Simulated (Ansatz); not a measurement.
**WH$_{6}$ClOF: geometry relaxation (part 2 of 2)**

Continued. System: WH$_{6}$ClOF. Method: RKS PBE0/def2-SVP (Ansatz 0.2.0). The run did not end well. The input holds or restrains some coordinates. It belongs to a series of runs on one base structure; here: pulled along the bonds that form and break, towards end A.

Geometry of the input (Å):
```
W  0.0000  0.0000  0.0000
O  0.0000  0.0000  2.2900
H  -0.9095  -0.2814  2.6271
H  1.7200  0.0000  0.0000
H  0.0000  1.7200  0.0000
H  -1.7200  0.0000  0.0000
H  0.0000  -1.7200  0.0000
Cl 0.0000  0.0000  -2.3900
F  1.4129  1.4719  0.6779
H  0.9245  0.9631  1.8084
```

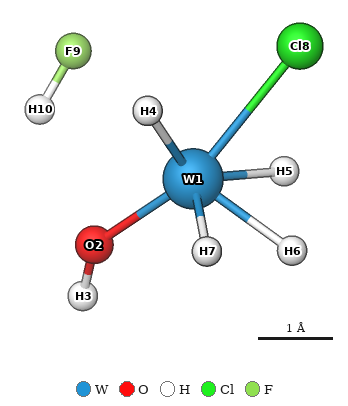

*The geometry at step 14 of the log (ball-and-stick view, seen at a tilt; atoms are numbered from 1 in the order of the input).*

Trajectory as extended XYZ, continued:
```
10
Properties=species:S:1:pos:R:3:forces:R:3 step=2 energy=-19186.26326
W    -0.0642   -0.0744    0.0101    6.0172   5.6009   1.1852
O    -0.0653   -0.0862    2.2009    0.6327   0.5939  -4.2922
H    -0.9182   -0.2779    2.6311    0.3247   0.3714  -0.0581
H     1.7272   -0.0396   -0.0008    0.7328  -3.3311  -0.1501
H    -0.0382    1.7264   -0.0047   -3.3916   0.6295  -0.7631
H    -1.7396   -0.0158    0.0070   -1.9050  -1.5998   0.3800
H    -0.0174   -1.7390    0.0000   -1.7781  -1.9057  -0.4617
Cl    0.0003    0.0001   -2.3569    0.0017  -0.0096   2.5128
F     1.5139    1.5789    0.8056   -1.8158  -1.8235   3.7269
H     1.0294    1.0810    1.7211    1.1813   1.4739  -2.0796
10
Properties=species:S:1:pos:R:3:forces:R:3 step=3 energy=-19187.25360
W    -0.0974   -0.1184    0.0353    6.3657   5.8623   3.6847
O    -0.1354   -0.1671    2.1089    0.6868   0.5278  -4.5583
H    -0.9283   -0.2806    2.6344   -0.4004   0.0230   0.3305
H     1.7339   -0.0786    0.0001    0.3210  -2.7821  -0.4663
H    -0.0771    1.7306   -0.0139   -2.9156   0.1195  -0.8408
H    -1.7686   -0.0409    0.0103   -2.0015  -1.5891  -0.2380
H    -0.0457   -1.7695   -0.0109   -1.8720  -2.0918  -0.8921
Cl   -0.0005   -0.0008   -2.3256   -0.0729  -0.0562   2.0444
F     1.5911    1.6646    0.9183   -0.8499  -0.7900   1.1970
H     1.1558    1.2143    1.6566    0.7389   0.7765  -0.2612
10
Properties=species:S:1:pos:R:3:forces:R:3 step=4 energy=-19188.59349
W    -0.0844   -0.1258    0.0815    5.2364   4.4991   3.5454
O    -0.1865   -0.2155    2.0177   -0.0696   0.5038  -2.9132
H    -0.9319   -0.2817    2.6344    0.1822  -0.0120   0.0722
H     1.7400   -0.1455   -0.0195   -0.1060  -2.1334  -0.6517
H    -0.1490    1.7279   -0.0392   -2.4579  -0.5196  -0.5851
H    -1.8107   -0.0861   -0.0077   -0.8492  -1.3402  -0.6644
H    -0.1003   -1.8171   -0.0434   -1.8443  -0.9661  -0.8623
Cl   -0.0036   -0.0033   -2.2768   -0.0349  -0.0085   1.4697
F     1.7036    1.7897    1.0164    0.1692   0.2365  -0.7085
H     1.2506    1.3110    1.6499   -0.2258  -0.2596   1.2978
10
Properties=species:S:1:pos:R:3:forces:R:3 step=5 energy=-19189.97600
W    -0.0225   -0.1044    0.1080    3.0894   2.9904   2.1281
O    -0.2036   -0.2034    1.9838   -0.2272   0.4141  -1.5652
H    -0.9220   -0.2837    2.6380    0.4231   0.0112  -0.1147
H     1.7390   -0.2474   -0.0610   -0.0790  -1.7638  -0.5692
H    -0.2744    1.6924   -0.0635   -2.0497  -0.9783  -0.2404
H    -1.8076   -0.1527   -0.0552    0.3037  -0.9792  -0.5172
H    -0.2006   -1.8282   -0.0874   -1.4806   0.3050  -0.4426
Cl   -0.0001   -0.0003   -2.2251    0.1283   0.0751   0.8734
F     1.8161    1.9164    1.1123   -0.5200  -0.5271   0.0162
H     1.3035    1.3650    1.6636    0.4120   0.4525   0.4315
10
Properties=species:S:1:pos:R:3:forces:R:3 step=6 energy=-19191.14260
W     0.0427   -0.0650    0.0998    0.9422   1.3424   1.9172
O    -0.1996   -0.1596    1.9705    0.0021   0.3216  -1.4271
H    -0.8977   -0.2813    2.6402    0.4334   0.0718  -0.2050
H     1.7460   -0.3970   -0.1128   -0.0304  -1.2980  -0.4396
H    -0.4538    1.6168   -0.0753   -1.4673  -0.9003  -0.1319
H    -1.7444   -0.2247   -0.0969    0.8028  -0.3881  -0.3125
H    -0.3208   -1.7645   -0.1105   -0.7211   0.8465  -0.1218
Cl    0.0229    0.0134   -2.1973    0.1974   0.1247   0.3289
F     1.8880    2.0050    1.2049   -0.7922  -0.8489   0.1453
H     1.3444    1.4104    1.6908    0.6332   0.7284   0.2464
10
Properties=species:S:1:pos:R:3:forces:R:3 step=7 energy=-19191.87099
W     0.0693   -0.0474    0.0850    0.3885   0.7216   2.0020
O    -0.1798   -0.1103    1.9558    0.0444   0.1529  -1.2295
H    -0.8554   -0.2680    2.6393    0.4110   0.1248  -0.2167
H     1.7346   -0.5432   -0.1663   -0.1271  -0.8206  -0.3384
H    -0.6268    1.5292   -0.0951   -0.9668  -0.6665  -0.1344
H    -1.6668   -0.2528   -0.1344    0.6280  -0.0656  -0.2388
H    -0.3933   -1.6874   -0.1191   -0.3204   0.6211   0.0079
Cl    0.0497    0.0303   -2.1889    0.1745   0.1364  -0.1208
F     1.9127    2.0397    1.2637   -0.5789  -0.6213  -0.0570
H     1.3838    1.4633    1.7734    0.3468   0.4171   0.3257
10
Properties=species:S:1:pos:R:3:forces:R:3 step=8 energy=-19192.31100
W     0.0848   -0.0375    0.0763    0.3615   0.5204   1.9661
O    -0.1458   -0.0716    1.9532    0.0577   0.0752  -1.2010
H    -0.8047   -0.2401    2.6464    0.3275   0.1240  -0.1426
H     1.7063   -0.6832   -0.2248   -0.2658  -0.3572  -0.2338
H    -0.7955    1.4344   -0.1249   -0.4571  -0.4850  -0.1301
H    -1.5959   -0.2488   -0.1764    0.2717   0.0477  -0.1914
H    -0.4363   -1.6244   -0.1130   -0.1332   0.2233   0.0489
Cl    0.0884    0.0634   -2.1950    0.1223   0.1265  -0.2600
F     1.9166    2.0482    1.3027   -0.4294  -0.4620  -0.1814
H     1.4100    1.5130    1.8689    0.1447   0.1869   0.3253
10
Properties=species:S:1:pos:R:3:forces:R:3 step=9 energy=-19192.55286
W     0.0901   -0.0462    0.0640    0.1925   0.3183   1.8520
O    -0.0921   -0.0278    1.9484   -0.0006   0.0076  -1.0742
H    -0.7245   -0.1711    2.6684    0.2416   0.0898  -0.1139
H     1.6357   -0.8032   -0.3104   -0.1628  -0.0398  -0.1655
H    -0.9372    1.3138   -0.1829   -0.0810  -0.2012  -0.1399
H    -1.5572   -0.2368   -0.2359    0.0541   0.0372  -0.1067
H    -0.4672   -1.6083   -0.0977   -0.0267   0.0147   0.0390
Cl    0.1392    0.1196   -2.2176    0.0781   0.1013  -0.2311
F     1.8926    2.0361    1.3445   -0.5899  -0.6392   0.2369
H     1.4487    1.5775    2.0324    0.2945   0.3114  -0.2965
10
Properties=species:S:1:pos:R:3:forces:R:3 step=10 energy=-19192.61376
W     0.0771   -0.0752    0.0661    0.0402   0.2035   1.8568
O    -0.0537   -0.0082    1.9613   -0.0345   0.0028  -1.1150
H    -0.6655   -0.0853    2.7085    0.2206   0.0654  -0.1688
H     1.5747   -0.8681   -0.3822   -0.1844   0.0952  -0.0646
H    -1.0064    1.2270   -0.2381    0.1000  -0.1157  -0.0646
H    -1.5604   -0.2563   -0.2631    0.0520   0.0110  -0.1245
H    -0.4919   -1.6365   -0.0752    0.0498   0.0007  -0.0377
Cl    0.2297    0.2398   -2.2162    0.0159   0.0550  -0.1278
F     1.8694    2.0102    1.3547   -0.5871  -0.6143   0.4341
H     1.4548    1.6062    2.0976    0.3276   0.2963  -0.5879
10
Properties=species:S:1:pos:R:3:forces:R:3 step=11 energy=-19192.63963
W     0.0626   -0.1056    0.0765   -0.2296   0.2578   1.8443
O    -0.0321    0.0007    1.9738   -0.1358  -0.0341  -0.9111
H    -0.6315    0.0159    2.7394    0.3148   0.0378  -0.3681
H     1.5111   -0.8976   -0.4263    0.0058   0.0562  -0.1018
H    -1.0268    1.1599   -0.2726    0.0842   0.0137  -0.0631
H    -1.5621   -0.2859   -0.2979    0.0529  -0.0233  -0.0979
H    -0.5009   -1.6689   -0.0684    0.0722  -0.0363  -0.0710
Cl    0.2929    0.3383   -2.2011    0.0404   0.0206  -0.0339
F     1.8018    2.0320    1.3596   -0.4639  -0.7635   0.6738
H     1.5129    1.5648    2.1304    0.2590   0.4712  -0.8711
10
Properties=species:S:1:pos:R:3:forces:R:3 step=12 energy=-19192.66569
W     0.0439   -0.1205    0.0878   -0.0863   0.2699   1.7099
O    -0.0290   -0.0041    1.9840   -0.1193  -0.0153  -0.8917
H    -0.6173    0.0536    2.7555    0.2874   0.0191  -0.3604
H     1.4897   -0.8998   -0.4437   -0.0950   0.0558   0.0012
H    -1.0370    1.1443   -0.2781    0.0982  -0.0186  -0.0563
H    -1.5746   -0.3068   -0.3060    0.0583  -0.0505  -0.1212
H    -0.5059   -1.6890   -0.0688    0.0664  -0.0319  -0.0859
Cl    0.3486    0.3923   -2.1764   -0.0188   0.0528  -0.0064
F     1.7882    2.0259    1.3450   -0.3291  -0.5767   0.3857
H     1.5213    1.5577    2.1143    0.1383   0.2955  -0.5749
10
Properties=species:S:1:pos:R:3:forces:R:3 step=13 energy=-19192.71062
W     0.0046   -0.1643    0.1200   -0.1375   0.5343   1.2240
O    -0.0184   -0.0140    2.0129   -0.2870   0.0768  -0.5401
H    -0.5834    0.1624    2.7919    0.4154  -0.1101  -0.6623
H     1.4249   -0.9187   -0.4606   -0.1115   0.0429  -0.0536
H    -1.0423    1.0950   -0.3044    0.0579  -0.0899   0.0546
H    -1.5885   -0.3772   -0.3536    0.0859  -0.0864  -0.0287
H    -0.5023   -1.7472   -0.0821    0.0583   0.0054  -0.0881
Cl    0.4190    0.5624   -2.1117    0.0814  -0.1120   0.2693
F     1.8072    1.9753    1.3098   -0.1307  -0.1750  -0.1798
H     1.5072    1.5799    2.0913   -0.0324  -0.0859   0.0047
10
Properties=species:S:1:pos:R:3:forces:R:3 step=14 energy=-19192.73393
W    -0.0104   -0.1601    0.1362   -0.0601   0.4246   1.1277
O    -0.0223   -0.0126    2.0294   -0.1991   0.0745  -0.5602
H    -0.5873    0.1780    2.8015    0.3408  -0.0868  -0.5452
H     1.3895   -0.9151   -0.4645   -0.0608   0.0017   0.0040
H    -1.0480    1.0890   -0.3102    0.0154  -0.0354   0.0262
H    -1.5851   -0.4013   -0.3619   -0.0037  -0.0981   0.0036
H    -0.4863   -1.7478   -0.1040    0.0582   0.0105  -0.0574
Cl    0.4466    0.5791   -2.0778    0.0875  -0.0198   0.1433
F     1.8057    1.9842    1.2970   -0.0941  -0.1230  -0.3038
H     1.5254    1.5602    2.0677   -0.0840  -0.1483   0.1619
10
Properties=species:S:1:pos:R:3:forces:R:3 step=15 energy=-19192.78581
W    -0.0714   -0.1570    0.1649    0.1229   0.2883   1.0541
O    -0.0252   -0.0014    2.0620   -0.0377   0.0162  -0.8000
H    -0.5772    0.2470    2.8205    0.1628  -0.0517  -0.3536
H     1.2846   -0.9227   -0.4561    0.0149  -0.1108  -0.0015
H    -1.0855    1.0678   -0.3402   -0.1063   0.0231  -0.1321
H    -1.6120   -0.5123   -0.3594   -0.0739  -0.0611   0.0738
H    -0.4405   -1.7641   -0.1667    0.0845   0.1226   0.0205
Cl    0.5701    0.6958   -1.9759    0.0227   0.0427   0.2142
F     1.8075    1.9777    1.2495   -0.0610  -0.0176  -0.4460
H     1.5774    1.5229    2.0148   -0.1289  -0.2516   0.3705
10
Properties=species:S:1:pos:R:3:forces:R:3 step=16 energy=-19192.85298
W    -0.1208   -0.1400    0.1757    0.0961   0.1591   0.8650
O    -0.0192    0.0187    2.0745    0.1980  -0.1044  -1.1402
H    -0.5649    0.2982    2.8168   -0.0960   0.0577  -0.0544
H     1.1819   -0.9604   -0.4575    0.0533  -0.0477  -0.0328
H    -1.1506    1.0269   -0.4240   -0.0609  -0.0386  -0.1310
H    -1.6502   -0.6016   -0.3104   -0.0377  -0.0508   0.1462
H    -0.3753   -1.7633   -0.2076    0.0127   0.2388   0.1225
Cl    0.6806    0.8191   -1.8723    0.0195   0.0333   0.2583
F     1.8243    1.9558    1.2204   -0.1207  -0.1112  -0.1918
H     1.6221    1.5002    1.9978   -0.0643  -0.1361   0.1582
10
Properties=species:S:1:pos:R:3:forces:R:3 step=17 energy=-19192.92687
W    -0.1540   -0.1293    0.1597    0.1510   0.3454   0.9392
O    -0.0041    0.0344    2.0558    0.2776  -0.1979  -1.3219
H    -0.5499    0.3366    2.7855   -0.2296   0.1306   0.0513
H     1.1257   -0.9739   -0.4816   -0.0163  -0.0204  -0.0559
H    -1.2107    0.9698   -0.5266   -0.0069  -0.1471  -0.1188
H    -1.6878   -0.6906   -0.2242    0.0523   0.0799   0.1124
H    -0.3737   -1.7515   -0.1902    0.0121   0.0356   0.0930
Cl    0.7919    0.9473   -1.7759   -0.0935  -0.0263   0.3150
F     1.8294    1.9299    1.2089   -0.1186  -0.1462   0.0246
H     1.6612    1.4810    2.0019   -0.0281  -0.0536  -0.0389
10
Properties=species:S:1:pos:R:3:forces:R:3 step=18 energy=-19192.99447
W    -0.1661   -0.1212    0.1453    0.0038   0.4830   0.5340
O     0.0093    0.0430    2.0369    0.2644  -0.1856  -1.2242
H    -0.5505    0.3836    2.7400   -0.2296   0.1518   0.0100
H     1.0674   -0.9946   -0.5358    0.0535   0.0352   0.0055
H    -1.2798    0.8470   -0.6584    0.1805  -0.1490   0.0662
H    -1.7204   -0.6926   -0.1384    0.1299  -0.0524   0.1387
H    -0.3491   -1.7593   -0.1346   -0.1128   0.0133   0.0624
Cl    0.8682    1.0907   -1.6706   -0.1987  -0.1518   0.3680
F     1.8332    1.9138    1.2180   -0.0795  -0.1924   0.2523
H     1.7157    1.4434    2.0112   -0.0114   0.0477  -0.2131
10
Properties=species:S:1:pos:R:3:forces:R:3 step=19 energy=-19193.05173
W    -0.1692   -0.1100    0.1025    0.0286   0.1342   0.9814
O    -0.0004    0.0289    1.9927   -0.2079   0.4018  -0.6672
H    -0.5479    0.5427    2.6188    0.1926  -0.2879  -0.4393
H     1.0699   -0.9659   -0.5880    0.0091  -0.0077  -0.0630
H    -1.3314    0.7637   -0.7283    0.0971  -0.1183   0.0130
H    -1.7137   -0.7574   -0.0237    0.1000   0.0171  -0.0110
H    -0.3381   -1.7649   -0.0884   -0.0585   0.0502  -0.0490
Cl    0.8520    1.2015   -1.6273   -0.1488  -0.0962   0.2290
F     1.8547    1.8440    1.2805   -0.0304  -0.1386   0.2872
H     1.7520    1.3711    2.0746    0.0183   0.0453  -0.2812
10
Properties=species:S:1:pos:R:3:forces:R:3 step=20 energy=-19193.03330 accepted=F
W    -0.1708   -0.1067    0.1200   -0.1270   0.2533   0.4889
O    -0.0170    0.1013    2.0072   -0.4790   0.2863  -0.5839
H    -0.6260    0.6172    2.5843    0.4877  -0.4149  -0.5713
H     1.0670   -0.9473   -0.5921    0.1075  -0.0044   0.0820
H    -1.3472    0.6734   -0.7782    0.0590  -0.0513   0.1195
H    -1.6816   -0.8315   -0.0015    0.0177   0.1820   0.0672
H    -0.3678   -1.7574   -0.1037    0.1364  -0.0119   0.0473
Cl    0.8401    1.2953   -1.5474   -0.2185  -0.2238   0.2769
F     1.8396    1.8645    1.3000    0.2002  -1.0225   1.2634
H     1.8915    1.2448    2.0248   -0.1842   1.0072  -1.1902
10
Properties=species:S:1:pos:R:3:forces:R:3 step=21 energy=-19193.07518
W    -0.1713   -0.1074    0.1051   -0.0175   0.1877   1.1261
O    -0.0302    0.0757    1.9938   -0.1536   0.3001  -0.7770
H    -0.6079    0.6055    2.5756    0.1774  -0.2520  -0.3255
H     1.0968   -0.9516   -0.5545    0.0089   0.0786  -0.1459
H    -1.3750    0.7028   -0.7253    0.1342  -0.0613  -0.1044
H    -1.6983   -0.7872   -0.0135    0.0494  -0.0189   0.0095
H    -0.3110   -1.7610   -0.1119   -0.0476  -0.0185  -0.0006
Cl    0.8145    1.2723   -1.5784   -0.1433  -0.1248   0.1643
F     1.9084    1.7968    1.2705    0.0152  -0.1090   0.2185
H     1.8020    1.3076    2.0520   -0.0231   0.0180  -0.1652
10
Properties=species:S:1:pos:R:3:forces:R:3 step=22 energy=-19193.10394
W    -0.1829   -0.1052    0.1186    0.0881   0.3572   0.6818
O    -0.0552    0.1455    2.0031   -0.1378   0.0922  -0.8752
H    -0.6851    0.6557    2.5424    0.1455  -0.1694  -0.2082
H     1.1217   -0.8756   -0.5787   -0.1205  -0.0163   0.1293
H    -1.3787    0.6355   -0.7858    0.0264  -0.1224   0.1404
H    -1.6869   -0.8293    0.0214   -0.0093  -0.0388   0.0093
H    -0.2912   -1.7625   -0.1012    0.0337  -0.0465   0.0216
Cl    0.7451    1.3218   -1.5379   -0.0297   0.0165   0.0575
F     1.9726    1.7253    1.2742    0.0938  -0.0481   0.0922
H     1.8685    1.2425    2.0573   -0.0902  -0.0244  -0.0488
10
Properties=species:S:1:pos:R:3:forces:R:3 step=23 energy=-19193.13280
W    -0.1881   -0.0818    0.1114    0.0750   0.1195   0.7755
O    -0.0751    0.1995    1.9937   -0.0859   0.0874  -0.9285
H    -0.7472    0.6753    2.5100    0.0947  -0.1248  -0.1304
H     1.1242   -0.8568   -0.5667   -0.0792   0.0947   0.0690
H    -1.4242    0.5824   -0.7978    0.0695  -0.0845   0.0672
H    -1.6644   -0.8648    0.0343   -0.0347   0.0080   0.0506
H    -0.2524   -1.7469   -0.0906    0.0242  -0.0227   0.0335
Cl    0.6991    1.3838   -1.5218   -0.0373   0.0356   0.0382
F     2.0777    1.6265    1.2581   -0.0213  -0.2583   0.4844
H     1.8784    1.2364    2.0827   -0.0050   0.1452  -0.4595
10
Properties=species:S:1:pos:R:3:forces:R:3 step=24 energy=-19193.16255
W    -0.1969   -0.0684    0.1057    0.1526   0.3292   0.9373
O    -0.1048    0.2760    1.9835   -0.1748   0.0716  -0.9957
H    -0.8369    0.6918    2.4732    0.1850  -0.1516  -0.1595
H     1.1542   -0.7941   -0.5516   -0.1234   0.0540   0.0336
H    -1.4608    0.5096   -0.8246    0.0832  -0.1012   0.0422
H    -1.6551   -0.8879    0.0670   -0.0050  -0.0549   0.0620
H    -0.1990   -1.7415   -0.0729    0.0112  -0.0008   0.0093
Cl    0.6285    1.4655   -1.4914   -0.0520   0.0103   0.0615
F     2.1995    1.4760    1.2318   -0.2954  -0.3809   1.0458
H     1.8993    1.2265    2.0928    0.2186   0.2243  -1.0365
10
Properties=species:S:1:pos:R:3:forces:R:3 step=25 energy=-19193.22925
W    -0.2022   -0.0249    0.0767    0.1213   0.3850   1.0145
O    -0.1467    0.3975    1.9396   -0.2029   0.0181  -0.9107
H    -0.9380    0.7227    2.4090    0.2919  -0.1846  -0.1827
H     1.1672   -0.7249   -0.5573   -0.0097  -0.0228   0.1007
H    -1.4866    0.3711   -0.9277    0.0346  -0.1917   0.0864
H    -1.6232   -0.9241    0.2608    0.1344   0.1704  -0.1471
H    -0.1370   -1.6999   -0.0847   -0.0829  -0.0598   0.0109
Cl    0.5668    1.5810   -1.4536   -0.1790   0.0330   0.0474
F     2.2822    1.3270    1.2504   -0.1540  -0.2546   0.5458
H     1.9454    1.1282    2.1003    0.0463   0.1071  -0.5653
```

What the run reported:

- outcome: not converged
- wall time: 83 s (CPU time 2.7 min)
- peak memory: 0.25 GiB

What went wrong:

The run did not converge: “geometry relaxation did not converge after 25 steps: max|allowed force component| = 1.01e0 eV/Å without the restraints, 1.02e0 eV/Å with the forces of `relax.restrain` added, the figure compared with `relax.f_tol` (threshold 1.5e-1). Raise `relax.max_steps` over both its present limit and 25, loosen `relax.f_tol`, or start from a geometry closer to equilibrium …” Its last values are not results.
